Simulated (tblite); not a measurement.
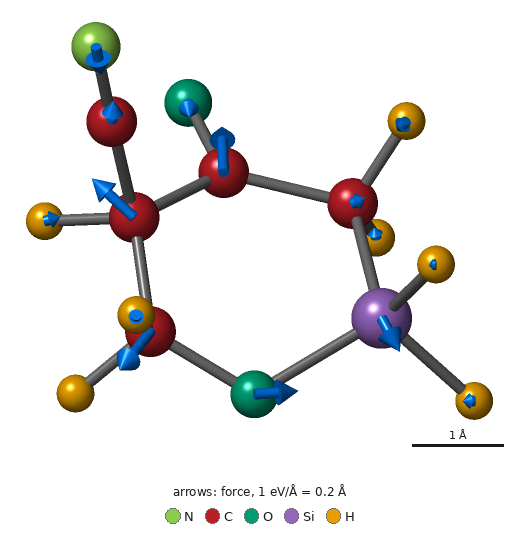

Starting geometry of C5H7NO2Si with the computed forces as blue arrows. The picture is a ball-and-stick view, seen from a free direction.

Computed with GFN2-xTB geometry optimisation, gas phase in tblite 0.8.0. 

Is this structure relaxed? If not, where do the atoms go?

Answer. It isn't relaxed: the largest force vector, on C atoms, is 4.22 eV/Å. The final displacements have little in common with the starting forces (cosine between the two patterns 0.10). After 125 geometry steps the energy has fallen by 27.2 kcal/mol. An O atom moves most after the best rigid fit: 1.44 Å. Largest moves by element: O 1.44 Å, H 0.96 Å, N 0.71 Å, C 0.39 Å, Si 0.04 Å. Some distances before and after: C–C 1.448 → 1.548 Å, C–Si 1.843 → 1.928 Å, C–C 1.463 → 1.539 Å, C–H 1.139 → 1.096 Å. Among the angles between lasting bonds that change: C–C–C 121.0° → 107.2°, O–Si–H 115.4° → 102.2°, C–C–C 126.3° → 113.8°. Groups turn about O–Si by about 75°, C–O by about 75°, C–C by about 65°.
